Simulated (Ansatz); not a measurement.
**One shape, several levels: NH (imidogen)**

Aim: a comparison of 6 runs (U-revPBE/3-21G, U-wB97M-V/3-21G, U-r2SCAN/6-311G**, UPBE/6-311G**, USVWN5/6-311G**, UCCSDT/6-311G**) of NH (imidogen). 

The results are computed with Ansatz 0.2.0.

56 further runs of the same task are left out: 56 set aside as unsound or not needed.

**1. The structure to begin with**

NH: 2 atoms, total charge 0, spin state triplet. SMILES: `[NH]`. The H2–N1 distance was set to 1.295 Å, away from the relaxed value.

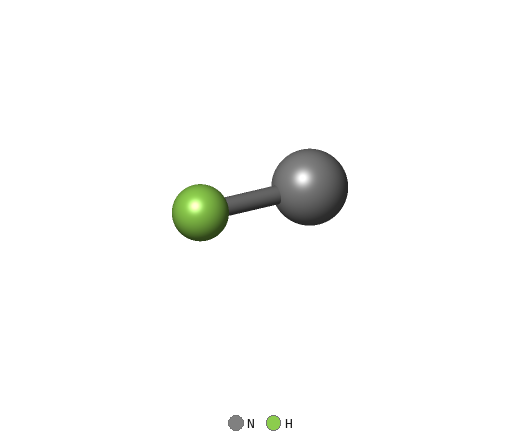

The structure, seen from a chosen angle (nitrogen grey, hydrogen green).

**2. A single-point energy at U-revPBE/3-21G (run 1)**

in.yaml

```yaml
crystal:
  periodic: [false, false, false]
  atoms:
    - {symbol: "N", position_ang: [0.000000, 0.000000, -0.259090]}
    - {symbol: H, position_ang: [0.000000, 0.000000, 1.036210]}
basis:
  gaussian:
    orbitals: 3-21G.json
hamiltonian:
  xc: {name: revPBE}
accuracy: high
magnetization:
  spin_polarized: true
  initial_magnetization: 2
total_charge: 0
```

The basis set 3-21G is read from a file made from the Basis Set Exchange's data (not shown).

Started as:

```console
$ ansatz run in.yaml --threads 1 --pin off --max-ram 2610MiB --events-out events.jsonl --progress --plain --runs-dir runs
```

What it wrote:

```text
Warning: RAYON_NUM_THREADS=1 ignored (pool sized by the plan → 1); use --threads N
Functional definition: revPBE
  name "revPBE"
  parameter kappa = 1.245
  parameter beta = 0.06672455060314922
  exchange = pbe_x(kappa = kappa, mu = beta*pi^2/3)
  correlation = pbe_c(beta = beta)
209 factors; integrals over basis functions are off by at most 2.7e-9 eV
mean field evaluation 1: about -1492.9497 eV, gradient 9.7e0 eV
mean field evaluation 2: about -1492.1914 eV, gradient 1.5e1 eV
mean field evaluation 4: about -1493.4509 eV, gradient 1.6e-1 eV
mean field evaluation 8: about -1493.4486 eV, gradient 5.8e-3 eV
mean field evaluation 16: about -1493.4486 eV, gradient 1.6e-8 eV
mean field -1493.44857045 eV, -54.8832226684 hartree, gradient 1.6e-8 eV, S^2 2.009272; 0 other end points of the search recorded, 0 dependent functions left out
reference -1493.44857167 eV, -54.8832227132 hartree; 5, 3 occupied and 6, 8 virtual orbitals, 209 factors
Total energy: -1493.44857167 eV, -54.8832227132 hartree
```

Wall time 0.44 s (1 thread of Arm Neoverse V1, shared host).

**3. A single-point energy at U-wB97M-V/3-21G (run 2)**

in.yaml

```yaml
crystal:
  periodic: [false, false, false]
  atoms:
    - symbol: "N"
      position_ang: [0.000000, 0.000000, -0.259090]
    - symbol: H
      position_ang: [0.000000, 0.000000, 1.036210]
basis:
  gaussian:
    orbitals: 3-21G.json
magnetization:
  spin_polarized: true
  initial_magnetization: 2
hamiltonian:
  xc: {name: wB97M-V}
accuracy: high
```

The basis set 3-21G is read from a file made from the Basis Set Exchange's data (not shown).

Started as:

```console
$ ansatz run in.yaml --threads 1 --pin off --max-ram 2610MiB --events-out events.jsonl --progress --plain --runs-dir runs
```

What it wrote, cut to the lines that bear on the results:

```text
Warning: RAYON_NUM_THREADS=1 ignored (pool sized by the plan → 1); use --threads N
Functional definition: wB97M-V
  name "wB97M-V"
[...]
  gx(w, u) = 1 - cx + cx01*u + cx10*w
  gss(w, u) = css00 + css04*u^4 + css10*w + css20*w^2 + css43*w^4*u^3
  gos(w, u) = cos00 + cos10*w + (cos20 + cos21*u)*w^2 + (cos60 + cos61*u)*w^6
[...]
      + integral(e_c_pw_mod_opposite_spin*gos(b97_w_opposite, b97_u_opposite)) + vv10(b, c)
209 factors; integrals over basis functions are off by at most 2.7e-9 eV
79 factors; integrals over basis functions are off by at most 1.4e-9 eV
[...]
mean field -1493.20041638 eV, -54.8741031742 hartree, gradient 2.2e-8 eV, S^2 2.016004; 0 other end points of the search recorded, 0 dependent functions left out
reference -1493.20041761 eV, -54.8741032196 hartree; 5, 3 occupied and 6, 8 virtual orbitals, 209 factors
Total energy: -1493.20041761 eV, -54.8741032196 hartree
```

Wall time 3.9 s (1 thread of Arm Neoverse V1, shared host); peak memory 0.2 GiB.

**4. The energy at U-r2SCAN/6-311G(d,p) (run 3)**

job.yaml

```yaml
crystal:
  periodic: [false, false, false]
  atoms:
    - {symbol: N, position_ang: [0.000000, 0.000000, -0.259090]}
    - {symbol: H, position_ang: [0.000000, 0.000000, 1.036210]}
basis:
  gaussian:
    orbitals: 6-311G_st__st_.json
total_charge: 0
magnetization:
  spin_polarized: true
  initial_magnetization: 2
hamiltonian:
  xc: {name: r2SCAN}
accuracy: high
```

The basis set 6-311G** is read from a file made from the Basis Set Exchange's data (not shown).

Started as:

```console
$ ansatz run job.yaml --threads 1 --pin off --max-ram 2610MiB --events-out events.jsonl --progress --plain --runs-dir runs
```

What it wrote:

```text
Warning: RAYON_NUM_THREADS=1 ignored (pool sized by the plan → 1); use --threads N
Functional definition: r2SCAN
  name "r2SCAN"
  parameter k0 = 0.174
  parameter k1 = 0.065
  parameter a1 = 4.9479
  exchange = r2scan_x(k0 = k0, k1 = k1, a1 = a1)
  correlation = r2scan_c
357 factors; integrals over basis functions are off by at most 3.4e-9 eV
mean field evaluation 1: about -1500.8365 eV, gradient 1.2e1 eV
mean field evaluation 2: about -1500.1827 eV, gradient 1.6e1 eV
mean field evaluation 4: about -1501.5540 eV, gradient 2.7e-1 eV
mean field evaluation 8: about -1501.5515 eV, gradient 8.7e-3 eV
mean field evaluation 16: about -1501.5515 eV, gradient 1.1e-6 eV
mean field -1501.55145574 eV, -55.1809982103 hartree, gradient 8.0e-8 eV, S^2 2.017104; 0 other end points of the search recorded, 0 dependent functions left out
reference -1501.55145689 eV, -55.1809982524 hartree; 5, 3 occupied and 19, 21 virtual orbitals, 357 factors
Total energy: -1501.55145689 eV, -55.1809982524 hartree
```

It took 1.4 s on 1 thread of Arm Neoverse V1, shared host; peak memory 0.11 GiB.

Runs 4 to 5 aren't shown in full; the table further down has their settings and results.

**5. The energy at UCCSDT/6-311G(d,p) (run 6)**

run.yaml

```yaml
crystal:
  periodic: [false, false, false]
  atoms:
    - symbol: N
      position_ang: [0.000000, 0.000000, -0.259090]
    - symbol: H
      position_ang: [0.000000, 0.000000, 1.036210]
basis:
  gaussian:
    orbitals: 6-311G_st__st_.json
scf:
  omitted_lower_state_checks: [cluster_reference, increment]
accuracy: high
magnetization:
  spin_polarized: true
  initial_magnetization: 2
correlation:
  method: ccsdt
  frozen_orbitals: {H: 0, "N": 1}
```

The basis set 6-311G** is read from a file made from the Basis Set Exchange's data (not shown).

Started as:

```console
$ ansatz run run.yaml --threads 1 --pin off --max-ram 2610MiB --events-out events.jsonl --progress --plain --runs-dir runs
```

What it wrote, cut to the lines that bear on the results:

```text
Warning: RAYON_NUM_THREADS=1 ignored (pool sized by the plan → 1); use --threads N
Functional definition: HF
  name "HF"
[...]
357 factors; integrals over basis functions are off by at most 3.4e-9 eV
[...]
mean field -1495.07412749 eV, -54.9429607875 hartree, gradient 5.2e-8 eV, S^2 2.071594; 0 other end points of the search recorded, 0 dependent functions left out
1 core orbitals not correlated: weight in the atoms' cores, before any rotation towards them, 1.000 or more for the frozen orbitals, at most 0.000 for the correlated occupied ones
reference -1495.07412749 eV, -54.9429607875 hartree; 4, 2 occupied and 19, 21 virtual orbitals, 357 factors
second order -3.11595450 eV of doubles, -0.00000000 eV of singles
cycle   1  -3.52359526 eV  change   -4.1e-1 eV  update   5.1e-2
[...]
cycle  26  -3.85369945 eV  change  -1.2e-10 eV  update  2.5e-10
Total energy: -1498.92782694 eV, -55.0845816302 hartree
Checks for a lower state left out: cluster_reference, increment
```

Run time: 1.3 s. Hardware: 1 thread of Arm Neoverse V1, shared host.

**6. All runs side by side**

```csv
run,level,frozen core orbitals,energy (Eh),⟨S²⟩,wall time
1,U-revPBE/3-21G,–,-54.883223,2.009,0.44 s
2,U-wB97M-V/3-21G,–,-54.874103,2.016,3.9 s
3,U-r2SCAN/6-311G**,–,-55.180998,2.017,1.4 s
4,UPBE/6-311G**,–,-55.140330,2.009,0.58 s
5,USVWN5/6-311G**,–,-54.731611,2.012,0.34 s
6,UCCSDT/6-311G**,1,-55.084582,2.072,1.3 s
```

**7. Summary of results**

```
                                         quantity         value
                              run 6: total energy  -55.08458 Eh
run 6: correlation energy (1 core orbital frozen)    -141.6 mEh
         run 6: ⟨S²⟩ of the reference determinant         2.072
                             run 6: T1 diagnostic         0.027
```

**Reading.** Totals of different functionals can't be ranked against each other. All runs together took 8 s, the longest 3.9 s.
